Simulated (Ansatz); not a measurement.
# What KVSe3 in P4mm, a phase reached by a soft mode distorts into, part 2 of 3

Wanted: the energy along a soft mode of KVSe3 in P4mm, a phase reached by a soft mode and the structure at the end.

Ansatz 0.2.0; DFT PBEsol, scalar-relativistic, plane waves, PAW; PAW set soft_1.

So far. Step 4 (The mode frozen in, largest atomic shift 0.22 Å): The run ends at a pressure of 0.16 GPa, with forces up to 0.25 eV/Å. Step 5 (Energy along the mode, all amplitudes (two of the runs …): The lowest of the steps tried is at 0.22 Å, 7.18 meV/atom below the parent; the bottom of the well need not coincide with a step.

The structure was built from a prototype and need not be the compound's stable phase.

## Step 6: Relaxation from the frozen mode

Starting from the lowest point found, all atoms and the cell are let go, so that strain and other modes of the same symmetry can join in.

File input.yaml:

```yaml
crystal:
  lattice:
    - [4.6636674864, 0.0, 0.0]
    - [0.0, 4.6636674864, 0.0]
    - [0.0, 0.0, 5.6622121893]
  atoms:
    - { symbol: K, position: [0.0, 0.0082495376, 0.9797117282] }
    - { symbol: V, position: [0.5, 0.5389172768, 0.6001800971] }
    - { symbol: Se, position: [0.5, 0.0039427359, 0.4754561654] }
    - { symbol: Se, position: [0.5, 0.5140419093, 0.9877865941] }
    - { symbol: Se, position: [0.0, 0.4528268255, 0.4754561654] }
kpoints:
  mp_grid: { grid: [8, 8, 6] }
hamiltonian:
  xc: pbesol
  pseudopotentials: { kind: paw, azcp: { folder: soft_1 }, xc_functional: pbe }
scf:
  occupations: { method: methfessel_paxton, width: 0.2 }
output:
  forces: true
  stress: true
  eigenvalues: true
relax:
  adjacent_minimum: "off"
  f_tol: 0.002
  max_steps: 120
  cell: { stress_tol: 0.03 }
```

Started as:

```
ansatz run input.yaml --threads 8 --pin off --max-ram 16384MiB --backend cpu --events-out ev --progress --plain --runs-dir out
```

Numbers of over 12 decimals in the logs are rounded to 6 here.

What it wrote:

```text
[...]
Crystal: 5 atoms, lattice volume = 123.152 Å³
Basis set: ecut = 420 eV, 2411 PW (Γ), exchange–correlation on 64×64×80 points (8 copies of the dense FFT grid, shifted against one another)
Bands: 42, of which v1, the nominal top of the filled ones, is band 35 counted from 1 (34 counted from 0)
Symmetry: 2 space group operations
[...]
k-points: 130 of 384 (time reversal used)
[...]
SCF iter   1: F=—  HF=-20683.921369 eV  |F-HF|=—  |Δ(HF+E_count)|=         —  Δρ=2.09e-1  dr2=9.62e1  ethr=3.10e-3  ⟨swp⟩=7.1  Hψ=20513  notcnv=0
[...]
SCF iter  12: F=-20677.328825 eV  HF=-20677.328825 eV  |F-HF|=5.89e-8  |Δ(HF+E_count)|=   2.21e-8  S|Δr|=    0.00e0  Δρ=5.66e-6  dr2=9.96e-8  ethr=1.43e-10  ⟨swp⟩=8.4  Hψ=24833  notcnv=0
SCF 1 converged in 12 iterations: F = -20677.328825 eV  dr2 = 9.96e-8
[...]
relax step   1: F+E_penalty+E_count = -20677.32882536 eV  Δ(F+E_penalty+E_count) = +0.000e0 eV  max|allowed force component| = 2.476e-1 eV/Å  Δτ_max = 0.0000 Å  P = +0.162 GPa  Ω = 123.152 Å³  (12 SCF iters, dr2 threshold 1.00e-7 eV, accepted)
Crystal: 5 atoms, lattice volume = 123.060 Å³
Basis set: ecut = 420 eV, 2409 PW (Γ), exchange–correlation on 64×64×80 points (8 copies of the dense FFT grid, shifted against one another)
[...]
iter 1 solved again at ethr=3.43e-5 eV; its pass at ethr=3.10e-3 eV (dr2=2.40e-2 eV) is discarded
[...]
SCF iter   6: F=-20677.367485 eV  HF=-20677.367485 eV  |F-HF|=7.34e-8  |Δ(HF+E_count)|=   4.21e-7  S|Δr|=    0.00e0  Δρ=1.29e-5  dr2=1.24e-7  ethr=7.14e-10  ⟨swp⟩=7.0  Hψ=25309  notcnv=0
SCF 2 converged in 6 iterations: F = -20677.367485 eV  dr2 = 1.24e-7
relax step   2: F+E_penalty+E_count = -20677.36748459 eV  Δ(F+E_penalty+E_count) = -3.866e-2 eV  max|allowed force component| = 2.676e-1 eV/Å  Δτ_max = 0.0844 Å  P = +0.066 GPa  Ω = 123.060 Å³  energy of the carried Pulay correction = +1.532e-5 eV  (6 SCF iters, dr2 threshold 5.00e-7 eV, accepted)
Crystal: 5 atoms, lattice volume = 123.699 Å³
Basis set: ecut = 420 eV, 2421 PW (Γ), exchange–correlation on 64×64×80 points (8 copies of the dense FFT grid, shifted against one another)
[...]
SCF iter   6: F=-20677.378148 eV  HF=-20677.378148 eV  |F-HF|=5.71e-9  |Δ(HF+E_count)|=   3.06e-8  S|Δr|=    0.00e0  Δρ=5.57e-6  dr2=3.04e-8  ethr=7.14e-10  ⟨swp⟩=6.5  Hψ=24566  notcnv=0
SCF 3 converged in 6 iterations: F = -20677.378148 eV  dr2 = 3.04e-8
relax step   3: F+E_penalty+E_count = -20677.37814753 eV  Δ(F+E_penalty+E_count) = -1.066e-2 eV  max|allowed force component| = 2.547e-1 eV/Å  Δτ_max = 0.0244 Å  P = -0.032 GPa  Ω = 123.699 Å³  energy of the carried Pulay correction = -9.044e-5 eV  (6 SCF iters, dr2 threshold 5.00e-7 eV, accepted)
[... from here on, the SCF cycles and remarks between the steps are left out ...]
relax step   4: F+E_penalty+E_count = -20677.38597839 eV  Δ(F+E_penalty+E_count) = -7.831e-3 eV  max|allowed force component| = 1.328e-1 eV/Å  Δτ_max = 0.0297 Å  P = +0.000 GPa  Ω = 124.638 Å³  energy of the carried Pulay correction = -2.449e-4 eV  (6 SCF iters, dr2 threshold 5.00e-7 eV, accepted)
relax step   5: F+E_penalty+E_count = -20677.38936530 eV  Δ(F+E_penalty+E_count) = -3.387e-3 eV  max|allowed force component| = 4.211e-2 eV/Å  Δτ_max = 0.0632 Å  P = +0.052 GPa  Ω = 125.165 Å³  energy of the carried Pulay correction = -3.310e-4 eV  (6 SCF iters, dr2 threshold 5.00e-7 eV, accepted)
relax step   6: F+E_penalty+E_count = -20677.38962934 eV  Δ(F+E_penalty+E_count) = -2.640e-4 eV  max|allowed force component| = 3.561e-2 eV/Å  Δτ_max = 0.0245 Å  P = -0.007 GPa  Ω = 125.424 Å³  energy of the carried Pulay correction = -3.732e-4 eV  (6 SCF iters, dr2 threshold 1.11e-7 eV, accepted)
relax step   7: F+E_penalty+E_count = -20677.38998576 eV  Δ(F+E_penalty+E_count) = -3.564e-4 eV  max|allowed force component| = 1.022e-2 eV/Å  Δτ_max = 0.0082 Å  P = -0.011 GPa  Ω = 125.404 Å³  energy of the carried Pulay correction = -3.700e-4 eV  (5 SCF iters, dr2 threshold 7.92e-8 eV, accepted)
relax step   8: F+E_penalty+E_count = -20677.39004488 eV  Δ(F+E_penalty+E_count) = -5.912e-5 eV  max|allowed force component| = 5.901e-3 eV/Å  Δτ_max = 0.0038 Å  P = -0.003 GPa  Ω = 125.205 Å³  energy of the carried Pulay correction = -3.376e-4 eV  (6 SCF iters, dr2 threshold 6.53e-9 eV, accepted)
relax step   9: F+E_penalty+E_count = -20677.39008833 eV  Δ(F+E_penalty+E_count) = -4.346e-5 eV  max|allowed force component| = 3.254e-3 eV/Å  Δτ_max = 0.0034 Å  P = -0.004 GPa  Ω = 125.213 Å³  energy of the carried Pulay correction = -3.387e-4 eV  (6 SCF iters, dr2 threshold 2.18e-9 eV, accepted)
relax step  10: F+E_penalty+E_count = -20677.39010901 eV  Δ(F+E_penalty+E_count) = -2.068e-5 eV  max|allowed force component| = 2.784e-3 eV/Å  Δτ_max = 0.0024 Å  P = +0.005 GPa  Ω = 125.187 Å³  energy of the carried Pulay correction = -3.346e-4 eV  (6 SCF iters, dr2 threshold 6.62e-10 eV, accepted)
relax step  11: F+E_penalty+E_count = -20677.39011244 eV  Δ(F+E_penalty+E_count) = -3.429e-6 eV  max|allowed force component| = 1.559e-3 eV/Å  Δτ_max = 0.0024 Å  P = -0.002 GPa  Ω = 125.204 Å³  energy of the carried Pulay correction = -3.374e-4 eV  (6 SCF iters, dr2 threshold 4.85e-10 eV, accepted)
[...]
SCF iter   8: F=-20677.390997 eV  HF=-20677.390997 eV  |F-HF|=0.00e0  |Δ(HF+E_count)|=  4.00e-11  S|Δr|=    0.00e0  Δρ=6.66e-8  dr2=8.20e-12  ethr=1.00e-12  ⟨swp⟩=5.5  Hψ=24487  notcnv=0
SCF 12 converged in 8 iterations: F = -20677.390997 eV  dr2 = 8.20e-12
relax step  12: F+E_penalty+E_count = -20677.39099708 eV  Δ(F+E_penalty+E_count) = -8.846e-4 eV  max|allowed force component| = 1.600e-3 eV/Å  Δτ_max = 0.0000 Å  P = +0.006 GPa  Ω = 125.204 Å³  stress off target by 2.52e-2 GPa  SCF on the basis re-selected at this cell (its energy is not comparable with the rows above)  (8 SCF iters)
basis re-selected at this cell: Δ(F+E_penalty+E_count) = -8.846e-4 eV, ΔP = +0.009 GPa vs the last step (what re-selecting the basis moved, of the pressure what is left beyond the Pulay correction that the steps carried, after the strain that the cell walked since its last selection, with what the two solves' SCF thresholds leave and, on support functions, any second-order correction that the steps lacked; it is no m [...]
SCF converged after 8 iterations
[...]
Free energy (F): -20677.390997 eV
[...]
Internal energy: -20677.395830 eV  (E = F + TS)
E sigma→0 (E₀):  -20677.392205 eV
Entropy (-TS):   0.004833 eV (0.967 meV/atom)
Fermi energy:    7.502210 eV
Step filling:    the computed levels leave a gap of 0.0079 eV = 0.0 smearing widths at the electron count; against every level under it full and every level over it empty, smearing changes F+E_penalty+E_count by +3.844 meV and its σ→0 estimate by +2.635 meV
[...]
--- Forces (eV/Å), atoms counted from 1 ---
  atom   1  K      0.00000000     0.00019449    -0.00019415
  atom   2  V      0.00000000     0.00073394     0.00160079
  atom   3  Se     0.00000000     0.00094887     0.00039306
  atom   4  Se     0.00000000    -0.00035783    -0.00143913
  atom   5  Se     0.00000000    -0.00151779    -0.00035861
  max |Σ_I F_I| component: 1.96e-6 eV/Å
--- Stress (GPa, compression-positive) ---
       -0.000081       0.000000       0.000000
        0.000000       0.008937       0.015389
        0.000000       0.015389       0.010604
  P = ⅓ Tr σ = 0.0065 GPa (0.065 kbar)
--- Band table (eV; the first three rows and the last of 130) ---
  k-point 0: bands = [... 31 lower, 5.2607, 5.6369, 5.9932, 6.7958, 7.6036, 8.5827, 8.9524, 9.4490, ... 3 higher]
  k-point 1: bands = [... 31 lower, 5.2447, 5.5842, 5.9894, 6.7583, 7.6379, 8.5720, 9.0106, 9.3147, ... 3 higher]
  k-point 2: bands = [... 31 lower, 5.2127, 5.4620, 5.9829, 6.7291, 7.7112, 8.5631, 9.0301, 9.3151, ... 3 higher]
  k-point 129: bands = [... 31 lower, 4.7893, 6.5673, 6.7339, 7.6171, 7.6433, 8.0404, 8.7089, 8.9173, ... 3 higher]
--- Relaxed structure (11 steps of the walk, 11 accepted, 1 SCFs on fresh bases) ---
  F+E_penalty+E_count = -20677.39099708 eV   max|allowed force component| = 1.600e-3 eV/Å   (the final SCF, on the basis selected at the relaxed cell)
  cell:  # Å, volume = 125.2042 Å³
    - [4.522575, 0.0, 0.0]
    - [0.0, 4.769697, 0.211898]
    - [0.0, 0.257268, 5.815627]
  atoms:
    - { symbol: K, position: [0.0, 0.00251737, 0.996821] }
    - { symbol: V, position: [0.5, 0.551351, 0.596012] }
    - { symbol: Se, position: [0.5, 0.015483, 0.480274] }
    - { symbol: Se, position: [0.5, 0.507119, 0.977080] }
    - { symbol: Se, position: [0.0, 0.441508, 0.468404] }
```

Wall time 96 s (8 threads of Arm Neoverse V2, shared host); peak memory 0.92 GiB.

The steps of the relaxation:

| step | energy less that of the first step (eV) | largest force component (eV/Å) | pressure (GPa) | volume (Å³) |
| --- | --- | --- | --- | --- |
| 1 | 0.0000 | 0.2476 | 0.16 | 123.15 |
| 2 | -0.0387 | 0.2676 | 0.07 | 123.06 |
| 3 | -0.0493 | 0.2547 | -0.03 | 123.70 |
| 4 | -0.0572 | 0.1328 | 0.00 | 124.64 |
| 5 | -0.0605 | 0.0421 | 0.05 | 125.17 |
| 6 | -0.0608 | 0.0356 | -0.01 | 125.42 |
| 7 | -0.0612 | 0.0102 | -0.01 | 125.40 |
| 8 | -0.0612 | 0.0059 | 0.00 | 125.21 |
| 9 | -0.0613 | 0.0033 | 0.00 | 125.21 |
| 10 | -0.0613 | 0.0028 | 0.01 | 125.19 |
| 11 | -0.0613 | 0.0016 | 0.00 | 125.20 |
| 12* | -0.0622 | 0.0016 | 0.01 | 125.20 |

Relaxation steps marked * repeat the geometry before them on a plane-wave basis chosen anew for their cell, so energy and pressure can jump there.

The run keeps the 2 symmetry operations that it works with, so distortions that break them were not tested.

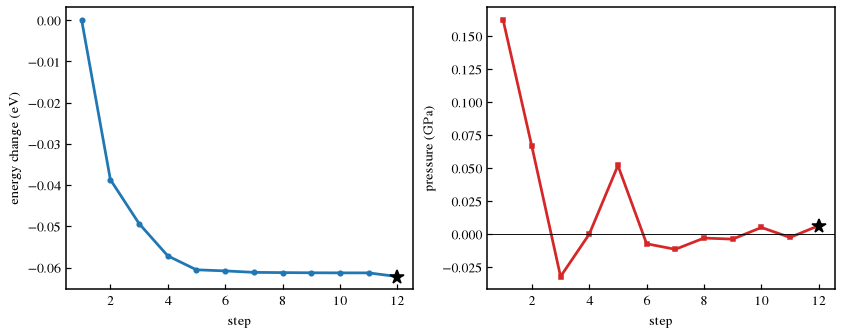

Energy and pressure along the relaxation. Stars mark steps on a basis chosen anew.

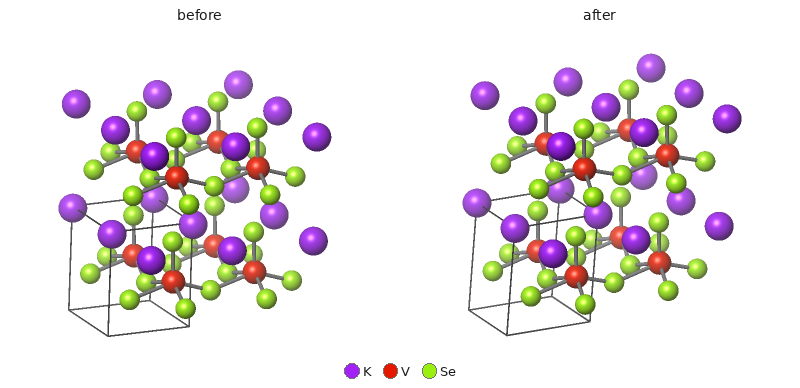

The structure before and after the relaxation, drawn at the same scale.

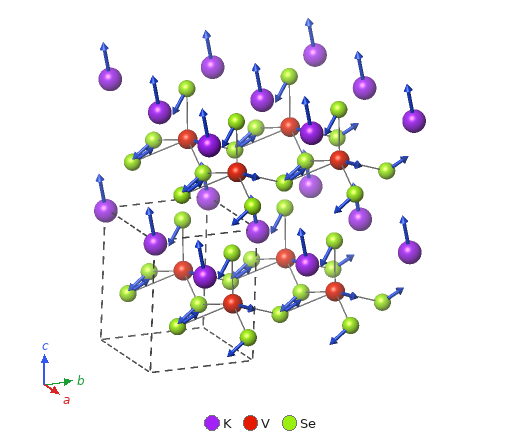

Displacements in the relaxation, exaggerated, measured against the changing cell; the longest in the cell stands for 0.10 Å. 2×2×2 cells are drawn. Some periodic images of atoms are drawn too.

| cell as run | before | after | change |
| --- | --- | --- | --- |
| a (Å) | 4.664 | 4.523 | -3.0 % |
| b (Å) | 4.664 | 4.774 | +2.4 % |
| c (Å) | 5.662 | 5.821 | +2.8 % |
| α (°) | 90.00 | 84.92 | -5.6 % |
| volume (Å³/atom) | 24.63 | 25.04 | +1.7 % |

The atoms that moved most (Å, as changes of fractional coordinates times the final cell):

| atom | dx | dy | dz | length |
| --- | --- | --- | --- | --- |
| K1 | 0.000 | -0.023 | 0.098 | 0.101 |
| Se4 | 0.000 | -0.036 | -0.064 | 0.073 |
| Se5 | 0.000 | -0.056 | -0.043 | 0.071 |
| Se3 | 0.000 | 0.056 | 0.030 | 0.064 |
| V2 | 0.000 | 0.058 | -0.022 | 0.062 |

Numbers from this step:

```yaml
pressure: 0.006487 GPa
volume_per_atom: 25.04 Å³
```

The distorted start has space group Pm; the relaxation ends in Pm.

## Step 7: The new phase in its own primitive cell

The relaxed structure is symmetrised, reduced to its primitive cell and relaxed tightly, as its phonons need.

input.yaml, the sections that differ from step 6:

```yaml
crystal:
  lattice:
    - [4.7744017636, 0.0, 0.0]
    - [0.0, 4.5225746147, 0.0]
    - [-0.5151249469, 0.0, 5.7984783681]
  atoms:
    - { symbol: K, position: [0.0025173705, 0.0, 0.0031793808] }
    - { symbol: V, position: [0.5513514191, 0.5, 0.4039875327] }
    - { symbol: Se, position: [0.0154826482, 0.5, 0.5197256792] }
    - { symbol: Se, position: [0.5071193319, 0.5, 0.0229204795] }
    - { symbol: Se, position: [0.4415075155, 0.0, 0.5315961777] }
relax:
  adjacent_minimum: "off"
  f_tol: 0.001
  max_steps: 60
  cell: { stress_tol: 0.01 }
# kpoints, hamiltonian, scf, output: as in step 6
```

What it wrote:

```text
[...]
Crystal: 5 atoms, lattice volume = 125.204 Å³
Basis set: ecut = 420 eV, 2425 PW (Γ), exchange–correlation on 64×64×80 points (8 copies of the dense FFT grid, shifted against one another)
Bands: 42, of which v1, the nominal top of the filled ones, is band 35 counted from 1 (34 counted from 0)
Symmetry: 2 space group operations
[...]
k-points: 130 of 384 (time reversal used)
[...]
- [4.775207, -1.3289696397029067e-18, -0.00598515]
    - [-1.2588727664375333e-18, 4.520824, 9.03265003123925e-19]
    - [-0.522481, 1.3014797653330242e-18, 5.804340]
  atoms:
    - { symbol: K, position: [0.0019909, -1.0520234918535711e-19, 0.00280984] }
    - { symbol: V, position: [0.551624, 0.500000, 0.403990] }
    - { symbol: Se, position: [0.015902, 0.500000, 0.519803] }
    - { symbol: Se, position: [0.506667, 0.500000, 0.023249] }
    - { symbol: Se, position: [0.441795, 0, 0.531557] }
[key lines of the parts left out:]
SCF converged after 6 iterations
Free energy (F): -20677.391016 eV
Fermi energy:    7.494588 eV
P = ⅓ Tr σ = 0.0019 GPa (0.019 kbar)
```

It took 39 s on 8 threads; peak memory 0.89 GiB; 5 min of CPU time.

Relaxation path:

| step | energy less that of the first step (eV) | largest force component (eV/Å) | pressure (GPa) | volume (Å³) |
| --- | --- | --- | --- | --- |
| 1 | 0.0000 | 0.0015 | 0.01 | 125.20 |
| 2 | 0.0000 | 0.0024 | 0.00 | 125.23 |
| 3 | 0.0000 | 0.0028 | -0.01 | 125.30 |
| 4 | 0.0000 | 0.0008 | 0.00 | 125.29 |
| 5* | 0.0000 | 0.0008 | 0.00 | 125.29 |

Relaxation steps marked * repeat the geometry before them on a plane-wave basis chosen anew for their cell, so energy and pressure can jump there.

Forces are held to the 2 operations that the run works with; a distortion that breaks them can't arise in this run.

| cell as run | before | after | change |
| --- | --- | --- | --- |
| a (Å) | 4.774 | 4.775 | +0.0 % |
| b (Å) | 4.523 | 4.521 | -0.0 % |
| c (Å) | 5.821 | 5.828 | +0.1 % |
| β (°) | 95.08 | 95.22 | +0.1 % |
| volume (Å³/atom) | 25.04 | 25.06 | +0.1 % |

Numbers from this step:

```
pressure        : 0.001860 GPa
volume per atom : 25.06 Å³
```

The largest force component left is 0.78 meV/Å and the pressure is 0.002 GPa, within the tolerances set. The cell now holds 25.06 Å³/atom.

[end of part 2 of 3]

[Logs are printed without paths, hosts, clocks, repeated set-up lines and the standing remarks that a program may print on its own settings, such as how far it seeks lower states.]

[Hosts, paths, dates, database ids (printed as entryN), source tags and the programs' standing remarks are cut or masked in the printed files.]
